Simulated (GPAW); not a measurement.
Consider SrSi (Cmcm).

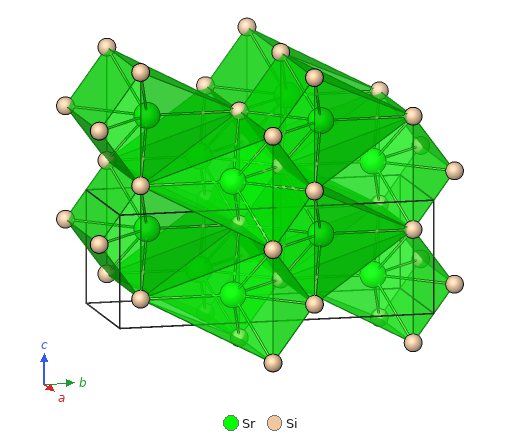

The structure (strontium green, silicon light orange). 1×1×2 conventional cells are drawn. Some periodic images of atoms are drawn too.

```xyz
4
Lattice="2.4150 -5.6650 0.0000 2.4150 5.6650 0.0000 0.0000 0.0000 4.0400" Properties=species:S:1:pos:R:3 pbc="T T T"
Sr    2.4150    1.5862    1.0100
Sr    2.4150   -1.5862    3.0300
Si    2.4150    4.9172    1.0100
Si    2.4150   -4.9172    3.0300
```

Absorber: atom 3, with 2 Si at 2.51 Å (bent, 107°, site symmetry m2m). Method: GPAW, LDA, excited-electron core hole (neutral cell), 8-atom cell with 6.2 Å between holes, 4×4×4 k points, dipole transitions, Gaussian full width 0.9 eV up to 4 eV, rising linearly to 3.5 eV at 25 eV.

**Question.** Predict the near-edge structure at the Si K edge.

Main maxima up to 24 eV above the zero (height): 2.5 eV (1.20), 5.0 eV (1.81) and 19.6 eV (0.91). A K edge sees empty p states on the absorber. The total-energy difference is 1842.81 eV. One term is added: -14.86 eV, since the hole is spin-paired here and a spin-polarised one costs that much less in the free atom (computed apart). The photon energy is then 1827.95 eV. The tabulated edge of the element is 1839 eV. The functional leaves an error in such absolute values: in the free atom LDA prices this hole 7.8 eV below PBE (computed apart), and PBE is itself good to a few eV.

The Si K spectrum (energy from the lowest empty level; intensity scaled to a mean of 1 over the first 20 eV; polarised curves are means over the symmetry-equivalent atoms):

```csv
E (eV),isotropic,ε ∥ x,ε ∥ y,ε ∥ z
-2.0,0.00,0.00,0.00,0.00
-0.5,0.11,0.03,0.11,0.18
1.0,0.84,0.47,0.76,1.29
2.5,1.20,0.72,1.30,1.57
4.0,1.51,1.28,1.83,1.42
5.5,1.77,2.29,1.67,1.36
7.0,1.38,1.45,1.32,1.37
8.5,0.95,1.04,0.94,0.86
10.0,0.77,0.63,0.63,1.06
11.5,0.75,0.60,0.73,0.93
13.0,0.75,0.56,0.89,0.79
14.5,0.75,0.55,0.78,0.92
16.0,0.78,0.74,0.75,0.86
17.5,0.83,0.90,0.88,0.72
19.0,0.90,1.00,0.95,0.76
20.5,0.90,1.00,0.87,0.83
22.0,0.83,0.87,0.78,0.85
23.5,0.78,0.78,0.74,0.82
25.0,0.74,0.78,0.72,0.72
26.5,0.71,0.77,0.72,0.64
28.0,0.70,0.75,0.74,0.62
29.5,0.69,0.71,0.72,0.63
```

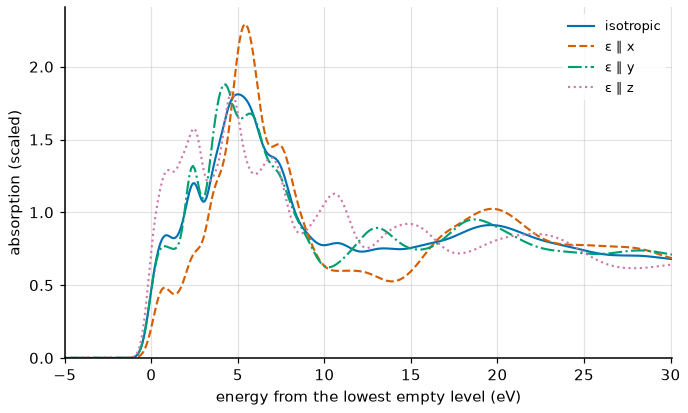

The Si K edge.

The holes are only 6.2 Å apart, so the shape is probably not converged with cell size; no larger cell was run here. The mesh is coarse (0.28 Å⁻¹ between points), so small maxima may be mesh ripples. The structure is a published determination, not relaxed.

[Banner, clock and machine lines of the logs are left out without a mark of their own.]

[Logs are printed without paths, hosts, clocks, repeated set-up lines and the standing remarks that a program may print on its own settings, such as how far it seeks lower states.]

[Hosts, paths, dates, database ids (printed as entryN), source tags and the programs' standing remarks are cut or masked in the printed files.]

[Lists of maxima count a maximum above −3 eV only where it reaches 4 % of the highest in the window and stands out from its surroundings by 2 % of it (1.5 % where it reaches 55 %); shoulders and weaker maxima are passed over, and of the rest the first, up to two pre-edge ones and the few strongest are named.]
